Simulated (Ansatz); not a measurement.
## TaS2 (CdI2 type): energy against volume

TaS2 (CdI2 type)

```
CELL_PARAMETERS angstrom
      3.32937     0.00000     0.00000
     -1.66469     2.88332     0.00000
      0.00000     0.00000     5.78619
ATOMIC_POSITIONS crystal
  Ta 0.00000 0.00000 0.00000
  S  0.33333 0.66667 0.26690
  S  0.66667 0.33333 0.73310
```

Equation-of-state scan: isotropic scaling of the cell above, V₀ being its volume. The atoms relax within the cell's symmetry.

The numbers are results of PBE-D3(BJ) (plane waves to 420 eV, PAW, scalar-relativistic; Ansatz, a quantum-chemistry and plane-wave program), not measurements. k mesh 16×16×8 (Γ-centred), Fermi-Dirac smearing 0.05 eV. The energy includes the smearing's −TS. With the shape held, the modulus is that of even scaling; a crystal free to change shape is softer. Spin-orbit coupling is left out, though Ta is heavy. TaS2 is run without spin polarisation. TaS2 was relaxed with its symmetry unable to fall. The PAW data are Ansatz's earlier set. ΔE is measured from the relaxed starting cell.

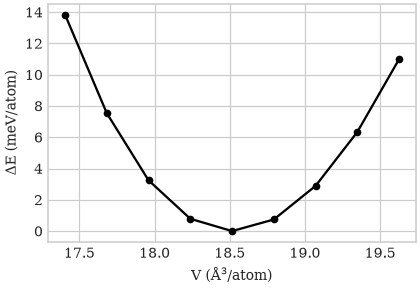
Figure. ΔE (meV/atom) against V (Å³/atom); markers are the computed points, lines only join them.

The pressure for 5 % compression (fit) is 3.4 GPa. The energy cost of the largest expansion is 11 meV/atom, the pressure derivative B₀′ (fit) is 4.8 and the equilibrium volume of the fit comes out as 18.52 Å³/atom. The energy cost of the largest compression is 14 meV/atom.

P = (3B₀/2)(x⁷ − x⁵)[1 + ¾(B₀′ − 4)(x² − 1)] with x = (1/0.95)^(1/3), B₀ = 59.1 GPa and B₀′ = 4.75.

(A scan under strain: stresses follow from slopes of the energy per volume, elastic moduli from its curvatures.)
